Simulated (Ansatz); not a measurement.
Ga$_{26}$As$_{27}$ and related structures: several calculations on one system

**1. Relaxation**

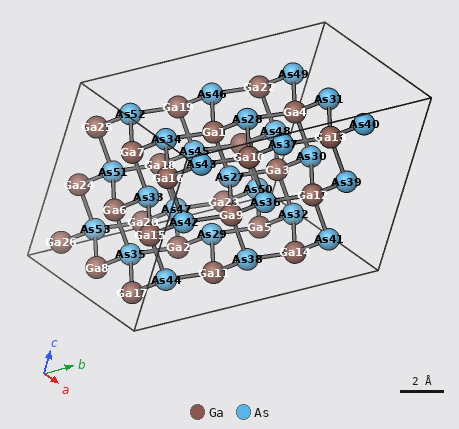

Starting structure of a defect cell of composition Ga$_{26}$As$_{27}$ (cell charge −3). A ball-and-stick model of the cell of the calculation (origin shifted), seen slightly off an axis.

Method: Ansatz 0.2.0, DFT, PBE, plane-wave PAW, default files, scalar-relativistic, frozen cores.

Settings: plane-wave cutoff 420 eV; k-point mesh 3 × 3 × 3; occupations fermi dirac; smearing width 0.01 eV; no spin polarisation; potentials kind: paw, frozen_core: stored; atoms relaxed in a fixed cell; force threshold 0.02 eV/Å; at most 50 steps.

```
Ga As
1.0
     0.00000    8.48055    8.48055
     8.48055    0.00000    8.48055
     8.48055    8.48055    0.00000
Ga As
26 27
Direct
  0.00000 0.00000 0.33333
  0.00000 0.00000 0.66667
  0.00000 0.33333 0.00000
  0.00000 0.33333 0.33333
  0.00000 0.33333 0.66667
  0.00000 0.66667 0.00000
  0.00000 0.66667 0.33333
  0.00000 0.66667 0.66667
  0.33333 0.00000 0.00000
  0.33333 0.00000 0.33333
  0.33333 0.00000 0.66667
  0.33333 0.33333 0.00000
  0.33333 0.33333 0.33333
  0.33333 0.33333 0.66667
  0.33333 0.66667 0.00000
  0.33333 0.66667 0.33333
  0.33333 0.66667 0.66667
  0.66667 0.00000 0.00000
  0.66667 0.00000 0.33333
  0.66667 0.00000 0.66667
  0.66667 0.33333 0.00000
  0.66667 0.33333 0.33333
  0.66667 0.33333 0.66667
  0.66667 0.66667 0.00000
  0.66667 0.66667 0.33333
  0.66667 0.66667 0.66667
  0.08333 0.08333 0.08333
  0.08333 0.08333 0.41667
  0.08333 0.08333 0.75000
  0.08333 0.41667 0.08333
  0.08333 0.41667 0.41667
  0.08333 0.41667 0.75000
  0.08333 0.75000 0.08333
  0.08333 0.75000 0.41667
  0.08333 0.75000 0.75000
  0.41667 0.08333 0.08333
  0.41667 0.08333 0.41667
  0.41667 0.08333 0.75000
  0.41667 0.41667 0.08333
  0.41667 0.41667 0.41667
  0.41667 0.41667 0.75000
  0.41667 0.75000 0.08333
  0.41667 0.75000 0.41667
  0.41667 0.75000 0.75000
  0.75000 0.08333 0.08333
  0.75000 0.08333 0.41667
  0.75000 0.08333 0.75000
  0.75000 0.41667 0.08333
  0.75000 0.41667 0.41667
  0.75000 0.41667 0.75000
  0.75000 0.75000 0.08333
  0.75000 0.75000 0.41667
  0.75000 0.75000 0.75000
```

Question: Where does the relaxation end?

Answer: The largest moves, 0.34 Å, are those of As27, As29, As33 and As45. As29 goes along [−1 −1 3]. By element the largest moves are As 0.34 Å, Ga 0.14 Å. The cell stays as it was. Near-neighbour distances that change, for instance: Ga11–As38 2.448 → 2.487 Å, Ga10–As43 2.448 → 2.472 Å, Ga14–As40 2.448 → 2.465 Å, Ga11–As29 2.448 → 2.442 Å. Bond angles that change, for instance: As27–Ga1–As28 109.5° → 121.0°, Ga6–As33–Ga7 109.5° → 100.6°, Ga1–As28–Ga2 109.5° → 116.9°. Over 3 geometry steps the energy falls by 1.601 eV per cell of the calculation. The largest force component goes from 0.83 to 0.0062 eV/Å.

The end point in the same view:

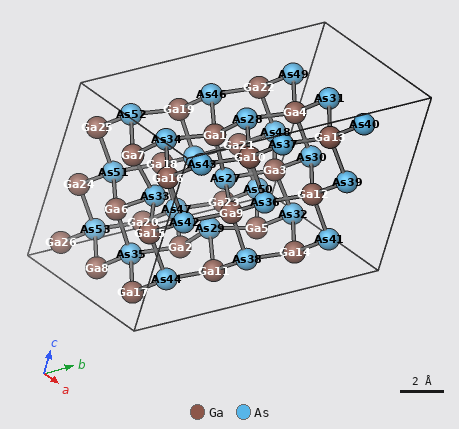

Limits of the set-up: the cell is charged, on a uniform background, and energies carry no finite-size correction.

**2. Relaxation**

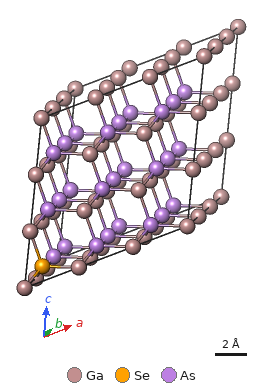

Starting structure of a defect cell of composition Ga27As26Se (cell charge +1). The picture is a ball-and-stick view of the cell of the calculation, seen slightly off an axis.

The calculation used DFT, PBE, plane-wave PAW, default files, scalar-relativistic, frozen cores (Ansatz 0.2.0).

(plane-wave cutoff 420 eV; k-point mesh 3 × 3 × 3; occupations fermi dirac; smearing width 0.01 eV; no spin polarisation; potentials kind: paw, frozen_core: stored; atoms relaxed in a fixed cell; force threshold 0.02 eV/Å; at most 50 steps)

```xyz
54
Lattice="0.0000 8.4805 8.4805 8.4805 0.0000 8.4805 8.4805 8.4805 0.0000" Properties=species:S:1:pos:R:3 pbc="T T T"
Ga    0.0000    0.0000    0.0000
Ga    2.8268   11.3074    8.4805
Ga    5.6537   14.1342    8.4805
Ga    2.8268    8.4805   11.3074
Ga    5.6537   11.3074   11.3074
Ga    8.4805    5.6537    2.8268
Ga    5.6537    8.4805   14.1342
Ga    8.4805    2.8268    5.6537
Ga   11.3074   14.1342   14.1342
Ga    8.4805    2.8268   11.3074
Ga   11.3074    5.6537   11.3074
Ga    5.6537    8.4805    2.8268
Ga    2.8268    2.8268    5.6537
Ga    5.6537    5.6537    5.6537
Ga    8.4805    8.4805    5.6537
Ga   14.1342   11.3074    8.4805
Ga    8.4805    5.6537    8.4805
Ga   11.3074    8.4805    8.4805
Ga    8.4805    5.6537   14.1342
Ga    2.8269    8.4805    5.6537
Ga   14.1342   11.3074   14.1342
Ga   11.3074   14.1342    8.4805
Ga    5.6537    8.4805    8.4805
Ga    8.4805   11.3074    8.4805
Ga    5.6537    5.6537   11.3074
Ga    8.4805    8.4805   11.3074
Ga   11.3074   11.3074   11.3074
Se    1.4134    1.4134    1.4134
As    4.2403    4.2403    1.4134
As    7.0671    7.0671    1.4134
As    4.2403    1.4134    4.2403
As    7.0671    4.2403    4.2403
As    9.8940    7.0671    4.2403
As    7.0671    1.4134    7.0671
As    9.8940    4.2403    7.0671
As   12.7208    7.0671    7.0671
As    1.4134    4.2403    4.2403
As    4.2403    7.0671    4.2403
As    7.0671    9.8940    4.2403
As    4.2403    4.2403    7.0671
As    7.0671    7.0671    7.0671
As    9.8940    9.8940    7.0671
As    7.0671    4.2403    9.8940
As    9.8940    7.0671    9.8940
As   12.7208    9.8940    9.8940
As    1.4134    7.0671    7.0671
As    4.2403    9.8940    7.0671
As    7.0671   12.7208    7.0671
As    4.2403    7.0671    9.8940
As    7.0671    9.8940    9.8940
As    9.8940   12.7208    9.8940
As    7.0671    7.0671   12.7208
As    9.8940    9.8940   12.7208
As   12.7208   12.7208   12.7208
```

Where does the relaxation end?

The largest moves, 0.10 Å, are those of Ga1, Ga2, Ga4 and Ga10. Ga10 goes along [3 −1 −1]. Largest moves by element: Ga 0.10 Å, As 0.02 Å. Se stays in place. The lattice vectors keep their values. Among the contacts that change: Ga10–Se28 2.448 → 2.552 Å, Ga10–As37 2.448 → 2.435 Å, Ga19–As37 2.448 → 2.458 Å. Among the angles between lasting bonds that change: Ga4–As33–Ga9 109.5° → 106.2°, Se28–Ga1–As30 109.5° → 106.9°, As30–Ga1–As34 109.5° → 111.9°. The energy falls by 0.233 eV per cell of the calculation in 3 geometry steps. Largest force component: 0.58 eV/Å at the start, 0.0058 eV/Å at the end. Cost: 3.3 min on 4 threads of Intel(R) Xeon(R) 6975P-C (Granite Rapids) (shared host), peak memory 5.5 GiB.

The end point in the same view:

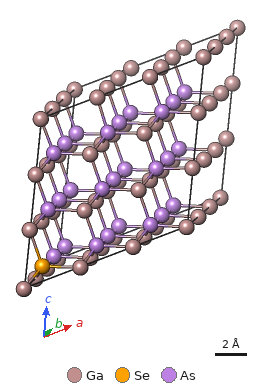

Limits of the set-up: the cell is charged, on a uniform background, and energies carry no finite-size correction.

**3. Defect**

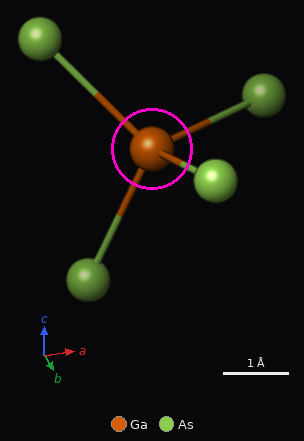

Perfect GaAs. A ball-and-stick model of the atoms within 3.8 Å of one point, seen from a free direction.

Theory: DFT, PBE, plane-wave PAW, default files, scalar-relativistic, frozen cores in Ansatz. (plane-wave cutoff 420 eV; k-point mesh 3 × 3 × 3; occupations fermi dirac; smearing width 0.01 eV; no spin polarisation) A uniform background neutralises the charged cell. The axes drawn are those of the host's conventional cell.

A gallium atom is replaced by magnesium at the ringed place, in charge state −1. The supercell has 54 sites, and the atoms are relaxed at the host's cell.

**How do the neighbours respond?**

In the host the Ga atom has 4 As at 2.45 Å; the Mg atom ends with 4 As at 2.50 Å. Of the host's atoms, an arsenic atom moves furthest from its site, by 0.05 Å. Relaxing the atoms from the host's sites lowers the energy by 0.14 eV.

The relaxed defect, seen from the same direction:

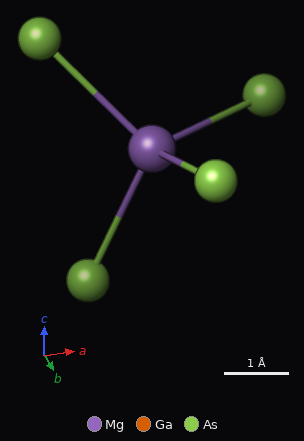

Limits of the set-up: the cell is charged, on a uniform background, and energies carry no finite-size correction.

**4. Defect**

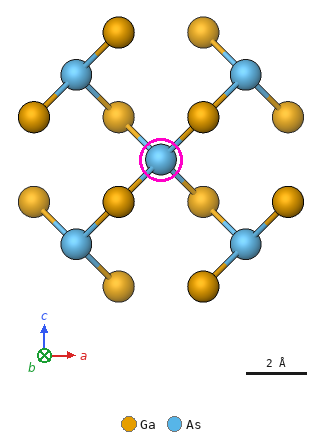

Perfect GaAs. The picture is a ball-and-stick view of the atoms within 5.4 Å of one point, in a slice 4.2 Å thick across the line of sight, seen along the b axis.

Theory: DFT, PBE, plane-wave PAW, default files, scalar-relativistic, frozen cores in Ansatz 0.2.0. Set-up: plane-wave cutoff 420 eV; k-point mesh 3 × 3 × 3; occupations fermi dirac; smearing width 0.01 eV; no spin polarisation. The axes drawn are those of the host's conventional cell.

An arsenic atom is replaced by phosphorus at the ringed place, in charge state 0. The supercell has 54 sites, and the atoms are relaxed at the host's cell.

**How do the neighbours respond?**

In the host the As atom has 4 Ga at 2.45 Å; the P atom ends with 4 Ga at 2.38 Å. Of the host's atoms, a gallium atom moves furthest from its site, by 0.06 Å. Relaxing the atoms from the host's sites lowers the energy by 0.08 eV.

The relaxed defect, seen from the same direction:

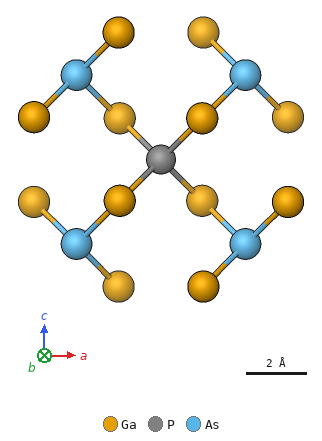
